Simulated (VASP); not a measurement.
Band structure of Al (relaxed from the layer:A7 structure). All values below come from PBEsol GGA, VASP's PBE PAW potentials (set 64) (plane waves; VASP 6.6.1).

The cell holds a wide vacuum, so values per volume refer to the whole cell.

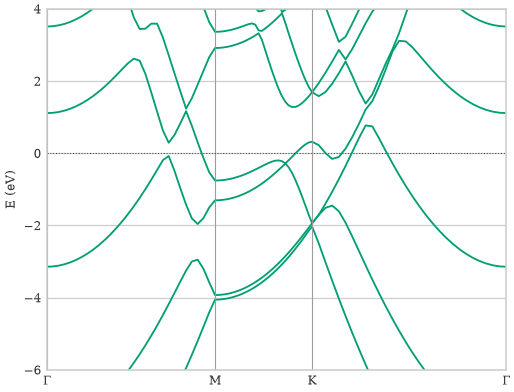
Bands along high-symmetry lines, zero at the valence-band maximum or, without a gap, the Fermi level

Question: Read the plot: is there a gap, and where are the band edges?

Answer: It has no gap at this level: it comes out as a metal or semimetal. (Edges off the drawn lines would not show.)

The cell is a sheet with vacuum, built from a generated structure.
